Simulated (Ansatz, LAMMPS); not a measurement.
# Amorphous polyacrylonitrile (as short chains C14N4H18), from a frame at 400 K (108 atoms): geometry optimisation, part 3 of 3

Wanted: the relaxed structure of amorphous polyacrylonitrile (as short chains C14N4H18), from a frame at 400 K (108 atoms) and its electronic structure.

Ansatz 0.2.0; Kohn-Sham DFT, PBE+D3(BJ), PAW (set soft_2), plane waves.

The cell: 42 C, 12 N and 54 H. The network of contacts between molecules at the start is that of the classical potential that made the cell. Only the Γ point is sampled, in a cell whose shortest periodic width is 10 Å.

So far. Step 4 (Cell and atoms relaxed): The relaxation changed the energy by -69.4 meV/atom, and atoms moved by 0.56 Å r.m.s., 1.3 Å at most.

## (6) Single point at the relaxed geometry

The electronic structure is read at the final geometry, in a run of its own.

The input, input.yaml:

```yaml
crystal:
  lattice:
    - [10.07637, 0.09941, 0.21879]
    - [0.09941, 10.99789, -0.45455]
    - [0.21879, -0.45455, 10.24393]
  atoms:
    - { symbol: C, position: [0.95896, 0.04729, 0.25719] }
    - { symbol: C, position: [0.85735, 0.14273, 0.2249] }
    - { symbol: C, position: [0.85078, 0.25982, 0.32043] }
    - { symbol: C, position: [0.98231, 0.31214, 0.3323] }
    - { symbol: "N", position: [0.08821, 0.35172, 0.33893] }
    - { symbol: C, position: [0.7485, 0.35409, 0.27709] }
    - { symbol: C, position: [0.64619, 0.407, 0.38471] }
    - { symbol: C, position: [0.71322, 0.48014, 0.48683] }
    - { symbol: "N", position: [0.76889, 0.53867, 0.5659] }
    - { symbol: C, position: [0.55785, 0.31135, 0.44601] }
    - { symbol: C, position: [0.43142, 0.27791, 0.37215] }
    - { symbol: C, position: [0.46004, 0.24168, 0.23304] }
    - { symbol: "N", position: [0.48162, 0.20618, 0.12401] }
    - { symbol: C, position: [0.35635, 0.17022, 0.42695] }
    - { symbol: C, position: [0.28764, 0.19259, 0.56396] }
    - { symbol: C, position: [0.38062, 0.2115, 0.66853] }
    - { symbol: "N", position: [0.45233, 0.2219, 0.75438] }
    - { symbol: C, position: [0.20209, 0.08252, 0.5923] }
    - { symbol: H, position: [0.05998, 0.08274, 0.25005] }
    - { symbol: H, position: [0.93986, 0.01845, 0.35593] }
    - { symbol: H, position: [0.95607, 0.96678, 0.18644] }
    - { symbol: H, position: [0.87897, 0.16923, 0.12557] }
    - { symbol: H, position: [0.75675, 0.10568, 0.22774] }
    - { symbol: H, position: [0.82211, 0.23306, 0.4188] }
    - { symbol: H, position: [0.79871, 0.43019, 0.23519] }
    - { symbol: H, position: [0.69276, 0.30896, 0.19813] }
    - { symbol: H, position: [0.58302, 0.47265, 0.33886] }
    - { symbol: H, position: [0.61589, 0.22748, 0.45552] }
    - { symbol: H, position: [0.5248, 0.34812, 0.54473] }
    - { symbol: H, position: [0.3636, 0.35811, 0.37753] }
    - { symbol: H, position: [0.42542, 0.09195, 0.42582] }
    - { symbol: H, position: [0.27714, 0.14506, 0.36018] }
    - { symbol: H, position: [0.2219, 0.27399, 0.56749] }
    - { symbol: H, position: [0.15404, 0.09524, 0.69039] }
    - { symbol: H, position: [0.26353, 0.99875, 0.58644] }
    - { symbol: H, position: [0.12468, 0.07192, 0.52079] }
    - { symbol: C, position: [0.69205, 0.42738, 0.8737] }
    - { symbol: C, position: [0.73419, 0.29747, 0.89596] }
    - { symbol: C, position: [0.77842, 0.21992, 0.76854] }
    - { symbol: C, position: [0.8963, 0.27031, 0.70812] }
    - { symbol: "N", position: [0.99141, 0.30997, 0.66147] }
    - { symbol: C, position: [0.80312, 0.08342, 0.78856] }
    - { symbol: C, position: [0.68585, 0.00241, 0.74723] }
    - { symbol: C, position: [0.66348, 0.01017, 0.60843] }
    - { symbol: "N", position: [0.64734, 0.01784, 0.49787] }
    - { symbol: C, position: [0.70912, 0.86748, 0.77585] }
    - { symbol: C, position: [0.60496, 0.81935, 0.87189] }
    - { symbol: C, position: [0.47133, 0.82798, 0.82262] }
    - { symbol: "N", position: [0.36433, 0.83984, 0.787] }
    - { symbol: C, position: [0.60449, 0.88395, 0.01156] }
    - { symbol: C, position: [0.51735, 0.81801, 0.11003] }
    - { symbol: C, position: [0.58821, 0.7106, 0.14812] }
    - { symbol: "N", position: [0.64611, 0.62693, 0.1808] }
    - { symbol: C, position: [0.4715, 0.90127, 0.23192] }
    - { symbol: H, position: [0.60565, 0.42773, 0.81209] }
    - { symbol: H, position: [0.77132, 0.47555, 0.82387] }
    - { symbol: H, position: [0.66562, 0.47948, 0.9675] }
    - { symbol: H, position: [0.65065, 0.25067, 0.94059] }
    - { symbol: H, position: [0.81621, 0.2969, 0.96329] }
    - { symbol: H, position: [0.6987, 0.22778, 0.6991] }
    - { symbol: H, position: [0.81965, 0.07398, 0.89234] }
    - { symbol: H, position: [0.89234, 0.04702, 0.73295] }
    - { symbol: H, position: [0.59434, 0.04051, 0.79935] }
    - { symbol: H, position: [0.80627, 0.85856, 0.81864] }
    - { symbol: H, position: [0.71247, 0.80756, 0.68476] }
    - { symbol: H, position: [0.62834, 0.72151, 0.87653] }
    - { symbol: H, position: [0.56605, 0.97805, 0.01198] }
    - { symbol: H, position: [0.70743, 0.888, 0.04258] }
    - { symbol: H, position: [0.42823, 0.78478, 0.06037] }
    - { symbol: H, position: [0.55613, 0.93765, 0.28526] }
    - { symbol: H, position: [0.41264, 0.97734, 0.20071] }
    - { symbol: H, position: [0.4099, 0.85155, 0.29938] }
    - { symbol: C, position: [0.30794, 0.49803, 0.1108] }
    - { symbol: C, position: [0.32119, 0.44866, 0.96725] }
    - { symbol: C, position: [0.18829, 0.41522, 0.90475] }
    - { symbol: C, position: [0.13311, 0.30625, 0.95631] }
    - { symbol: "N", position: [0.0863, 0.22061, 0.99683] }
    - { symbol: C, position: [0.08107, 0.51785, 0.92091] }
    [... 24 atom lines left out ...]
    - { symbol: H, position: [0.22704, 0.69216, 0.3985] }
    - { symbol: H, position: [0.16657, 0.54403, 0.4177] }
    - { symbol: H, position: [0.94352, 0.61731, 0.4701] }
    - { symbol: H, position: [0.88746, 0.69888, 0.26179] }
    - { symbol: H, position: [0.05434, 0.74362, 0.23344] }
    - { symbol: H, position: [0.01632, 0.586, 0.23591] }
kpoints:
  mp_grid: { grid: [1, 1, 1] }
hamiltonian:
  xc: pbe
  dispersion: d3bj
scf:
  occupations: { method: fermi_dirac, width: 0.025 }
output:
  forces: true
  stress: true
  populations: intrinsic
  dos:
    method: { smearing: { sigma: 0.15 } }
    de: 0.1
    projected: { site_lists: { C: [C], H: [H], "N": ["N"] } }
  eigenvalues: true
  write_density: true
  write_potential: true
  volumetric_format: npy
```

The run is started by

```
$ ansatz run input.yaml --threads 4 --pin off --max-ram 8192MiB --backend cpu --events-out ev --progress --plain --runs-dir out
```

Numbers of over 12 decimals in the logs are rounded to 6 here.

The program printed:

```text
[...]
Crystal: 108 atoms, lattice volume = 1132.491 Å³
Basis set: ecut = 420 eV, 22139 PW (Γ), exchange–correlation on 144×150×144 points (8 copies of the dense FFT grid, shifted against one another)
Bands: 249, of which v1, the nominal top of the filled ones, is band 141 counted from 1 (140 counted from 0)
Symmetry: 1 space group operations
[...]
k-points: 1
[...]
SCF iter   1: F=—  HF=-16011.780081 eV  |F-HF|=—  |Δ(HF+E_count)|=         —  Δρ=4.74e-3  dr2=4.20e-1  ethr=1.77e-3  ⟨swp⟩=6.0  Hψ=1149  notcnv=0  defer=32
[...]
SCF iter  10: F=-16011.738312 eV  HF=-16011.738312 eV  |F-HF|=1.18e-8  |Δ(HF+E_count)|=   1.13e-7  Δρ=1.90e-6  dr2=4.78e-8  ethr=3.55e-11  ⟨swp⟩=17.0  Hψ=2122  notcnv=0
SCF 1 converged in 10 iterations: F = -16011.738312 eV  dr2 = 4.78e-8
[...]
WARN: The input density's exchange-correlation potential varies sharply where the density is thin. Do not read a vacuum level from v_tot or v_xc, or from such a field of the output density. On a cell that repeats whose density bears no net charge and no dipole along the vacuum's axis use v_es (v_loc + v_h of the components); [...]
SCF converged after 10 iterations
Free energy (F): -16011.738312 eV
[...]
Internal energy: -16011.738312 eV  (E = F + TS)
E sigma→0 (E₀):  -16011.738312 eV
Fermi energy:    1.085325 eV
[...]
--- Forces (eV/Å), atoms counted from 1 ---
  atom   1  C     -0.00380405    -0.01292634    -0.00484430
  atom   2  C      0.00021246     0.00979344     0.00430946
  atom   3  C      0.00654191    -0.00632893    -0.00143996
  atom   4  C      0.00327595    -0.00128771    -0.00608915
  atom   5  N     -0.00604467    -0.00125066     0.00529034
  atom   6  C     -0.00424823    -0.00470478    -0.00068527
  atom   7  C      0.00101451     0.00472131     0.00164035
  atom   8  C      0.00124987    -0.00339507    -0.00574225
  atom   9  N     -0.00079744     0.00058122     0.00183277
  atom  10  C      0.00082274    -0.00429261     0.00427343
  atom  11  C      0.00078298     0.00588089    -0.00153742
  atom  12  C     -0.00690094    -0.01124930    -0.00428499
  atom  13  N      0.00393986     0.00760439     0.00211784
  atom  14  C      0.00227654     0.00224657    -0.00653254
[...]
atom 107  H     -0.00059812     0.00043940     0.00105522
  atom 108  H     -0.00220459     0.00717902     0.00153350
  max |Σ_I F_I| component: 1.79e-4 eV/Å
--- Stress (GPa, compression-positive) ---
       -0.023566       0.002846       0.003461
        0.002845       0.040093      -0.020579
        0.003461      -0.020579      -0.010999
  P = ⅓ Tr σ = 0.0018 GPa (0.018 kbar)
--- Band table (eV) ---
[...]
--- intrinsic populations: 108 sites ---
  site symbol       q [e]
     0      C      4.5248
     1      C      4.2919
     2      C      4.1791
[...]
107      H      0.8244
  spilling = 0.000000 (of n_electrons = 282.000000)
```

It took 9.6 s on 4 threads of Arm Neoverse V2, shared host; peak memory 1.1 GiB; 37 s of CPU time.

The program notes that the exchange-correlation potential is rough where the density is thin.

Read from the output:

* free energy: -16011.7383 eV
* free energy per atom: -148.2568 eV/atom
* SCF cycles: 10
* pressure: 0.001843 GPa
* r.m.s. force component: 0.0038 eV/Å
* longest force: 0.02493 eV/Å
* Fermi energy: 1.085 eV
* gap (highest filled to lowest empty level): 6.263 eV

Intrinsic-atomic-orbital charges by element and coordination:

| element | coordination | atoms | mean charge (e) | spread | least | most |
| --- | --- | --- | --- | --- | --- | --- |
| C | all | 42 | -0.164 | 0.232 | -0.525 | 0.18 |
| C | 2 | 12 | 0.163 | 0.009 | 0.150 | 0.18 |
| C | 4 | 30 | -0.295 | 0.124 | -0.525 | -0.169 |
| H | all | 54 | 0.189 | 0.0151 | 0.152 | 0.218 |
| N | all | 12 | -0.277 | 0.0097 | -0.294 | -0.262 |

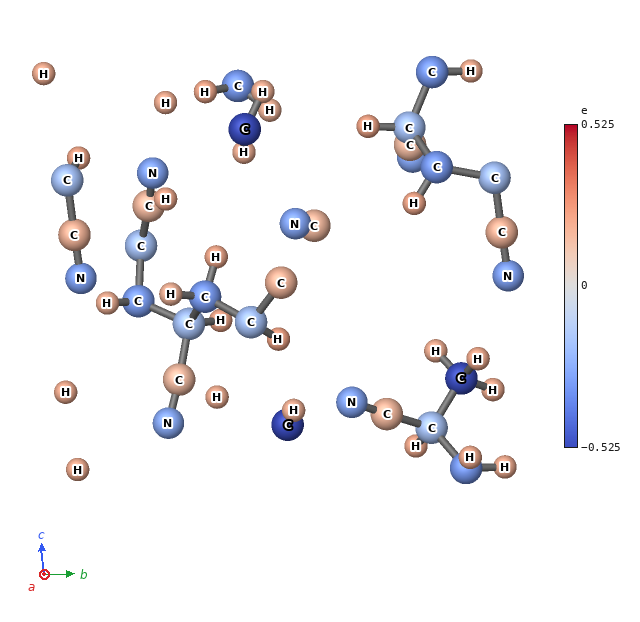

Atoms coloured by intrinsic-atomic-orbital charge. Drawn is a slice 4 Å thick, seen along the normal of the bc plane. Bonds to atoms that aren't drawn are left out.

States in the cell by windows of 1 eV, zero at the Fermi level; the larger projections on atomic orbitals stand beside the total:

| from (eV) | to (eV) | total | C p | N p | H s | C s |
| --- | --- | --- | --- | --- | --- | --- |
| -14 | -13 | 6.9 | 1.7 | 0.0 | 1.5 | 3.6 |
| -13 | -12 | 10.0 | 3.3 | 0.0 | 2.2 | 4.3 |
| -12 | -11 | 12.8 | 5.7 | 0.0 | 2.4 | 4.4 |
| -11 | -10 | 6.1 | 2.3 | 0.0 | 1.6 | 2.1 |
| -10 | -9 | 5.5 | 3.7 | 0.0 | 1.0 | 0.5 |
| -9 | -8 | 16.9 | 11.7 | 0.2 | 2.9 | 1.4 |
| -8 | -7 | 15.6 | 11.7 | 0.4 | 2.3 | 0.8 |
| -7 | -6 | 23.0 | 16.1 | 1.3 | 4.2 | 0.9 |
| -6 | -5 | 34.6 | 19.4 | 4.7 | 7.8 | 1.1 |
| -5 | -4 | 53.9 | 23.0 | 18.0 | 7.4 | 0.6 |
| -4 | -3 | 48.0 | 23.0 | 17.0 | 6.3 | 0.3 |
| -3 | -2 | 0.6 | 0.3 | 0.2 | 0.1 | 0.0 |
| -2 | 2 | 0.0 | 0.0 | 0.0 | 0.0 | 0.0 |
| 2 | 3 | 0.1 | 0.0 | 0.0 | 0.0 | 0.0 |
| 3 | 4 | 34.5 | 14.8 | 11.6 | 3.2 | 1.9 |
| 4 | 5 | 24.2 | 8.9 | 5.9 | 3.3 | 1.6 |

Between -19 and -14 eV lie 48 more states.

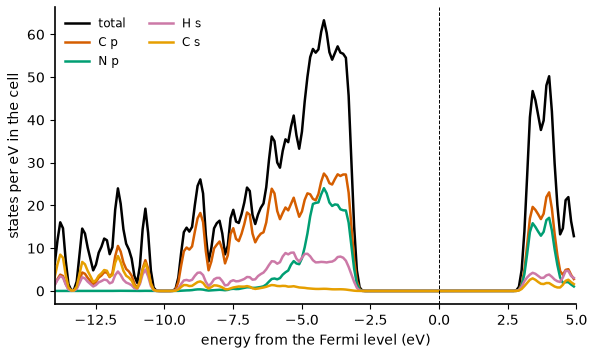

Total and projected density of states, with the broadening of the input.

The levels nearest the highest filled one (over half full), pooled over k-points and spins:

| level less the highest filled one (eV) | occupation |
| --- | --- |
| -0.239 | 2 |
| -0.228 | 2 |
| -0.178 | 2 |
| -0.124 | 2 |
| -0.0924 | 2 |
| 0 | 2 |
| 6.26 | 0 |
| 6.36 | 0 |
| 6.43 | 0 |
| 6.47 | 0 |
| 6.51 | 0 |
| 6.52 | 0 |

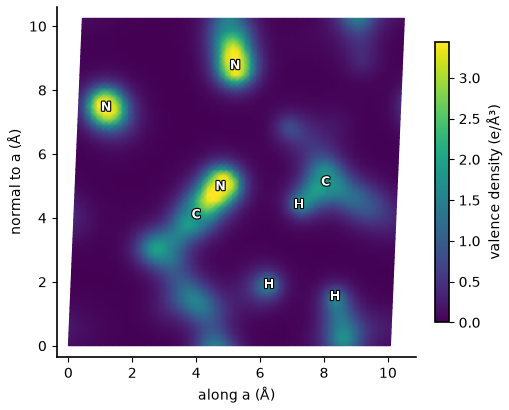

Valence density in the ac plane at fractional y = 0.220, with atoms of N and C and H within 0.2 Å of it. It is the smooth field of the valence electrons, not physical close to the nuclei. The map starts off the cell's origin, so that atoms lie inside it.

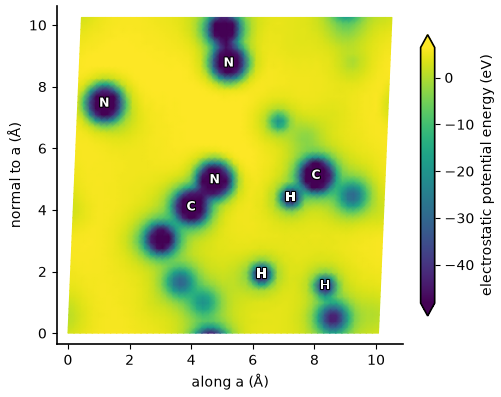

Electrostatic potential energy in the ac plane at fractional y = 0.220, with atoms of N and C and H within 0.2 Å of it. With pseudopotentials it is smooth inside the atoms' cores, unlike the true potential. The map starts off the cell's origin, so that atoms lie inside it.

Mean intrinsic-atomic-orbital charges: C -0.16, H +0.19, N -0.28 e. The largest share in the top eV of filled states is C p (48 % of the projected weight), and in the lowest eV of empty states C p (48 % of the projected weight).

A closer look about N81, one of the 12 N atoms: 10 atoms, nearest first, numbered in the order of the input, with positions taken from that point.

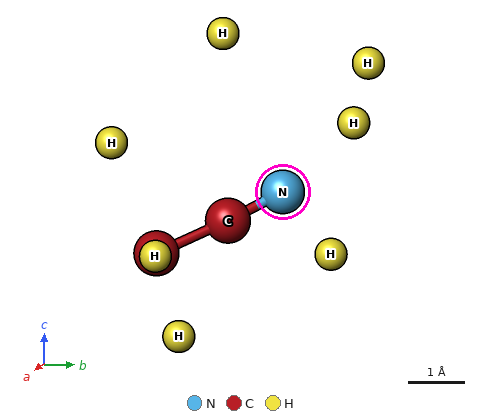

The atoms of the table, within 3.3 Å (arrows a, b, c point along x, y, z); some may hide others; the central atom is ringed.

| atom | x | y | z | distance (Å) | bonds | intrinsic-atomic-orbital charge (e) |
| --- | --- | --- | --- | --- | --- | --- |
| N81 | 0.00 | 0.00 | 0.00 | 0.00 | 1 | -0.27 |
| C80 | 0.61 | -0.88 | -0.46 | 1.16 | 2 | 0.16 |
| H64 | -1.80 | 0.50 | -1.39 | 2.33 | 1 | 0.20 |
| C79 | 1.31 | -2.04 | -0.99 | 2.62 | 4 | -0.18 |
| H21 | -0.20 | 1.53 | 2.36 | 2.83 | 1 | 0.19 |
| H68 | -2.75 | 0.71 | 0.87 | 2.97 | 1 | 0.19 |
| H99 | 2.39 | -1.82 | -0.88 | 3.13 | 1 | 0.20 |
| H107 | 0.77 | -0.93 | 2.97 | 3.21 | 1 | 0.18 |
| H97 | 0.84 | -2.97 | 0.92 | 3.22 | 1 | 0.18 |
| H101 | -0.02 | -1.92 | -2.70 | 3.31 | 1 | 0.19 |

The column of bonds counts only the pairs H-C within 1.34 Å, C-C within 1.85 Å, C-N within 1.62 Å; other neighbours, such as metal atoms beside each other in a compound, aren't counted, and periodic images can show an atom twice.

## (7) Summary of results

```json
{"energy change in the relaxation": "-69.38 meV/atom", "r.m.s. displacement": "0.565 Å", "largest displacement": "1.329 Å", "free energy per atom": "-148.2568 eV/atom", "pressure": "0.001843 GPa", "r.m.s. force component": "0.0038 eV/Å", "gap (highest filled to lowest empty level)": "6.263 eV", "wall time of the 3 DFT runs": "3.4 min"}
```

In words: Relaxation lowers the energy by 69.4 meV/atom and moves atoms by 0.56 Å r.m.s.; the r.m.s. force component goes from 1.2 to 0.0038 eV/Å, the pressure goes from 3.7 to 0.0018 GPa, and the gap from 5.79 to 6.26 eV. Displacements are taken in the final cell, so they leave out its strain. By the final cutoffs no bond was broken or made. The cell shrank by 0.9 % in volume. From the first step to the last the energy fell by 7.493 eV, across changes of basis, and the largest move was 1.33 Å (N77). The C-C bonds change most in mean length: from 1.491 Å (spread 0.051) to 1.517 Å (spread 0.039). Counting bonds as in the table, 71 % of C atoms have 4, all H atoms have 1 and all N atoms have 1 bonded neighbour. The highest filled and lowest empty levels differ by 6.26 eV (at Γ alone); a semilocal functional tends to put such gaps too low. In a disordered cell it changes from sample to sample, and tail or defect levels can set it.

Caveats: The network of contacts between molecules at the start is that of the classical potential that made the cell; in DFT atoms moved by 0.56 Å r.m.s.

[Logs are printed without paths, hosts, clocks, repeated set-up lines and the standing remarks that a program may print on its own settings, such as how far it seeks lower states.]

[Hosts, paths, dates, database ids (printed as entryN), source tags and the programs' standing remarks are cut or masked in the printed files.]
